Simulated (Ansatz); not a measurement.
# YN, pressure series

Start from YN in the rock salt structure (space group Fm-3m, No. 225; a = 4.8957 Å).

Cell and atoms are relaxed at each pressure.

Computed with r2SCAN/PAW in Ansatz (an electronic-structure program), no spin-orbit coupling.

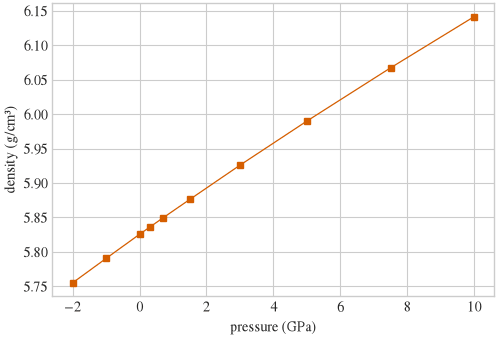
*Density against pressure*

From the plot, what is the density for pressure 3 GPa?

About 5.93 g/cm³.

Is the trend monotonic over the range shown?

Yes, it rises throughout, spanning 5.76 g/cm³ to 6.14 g/cm³.

Load acts through the strain it causes; cell and atoms are relaxed under it. Stability against distortions was not tested. No other phases were tried under pressure.
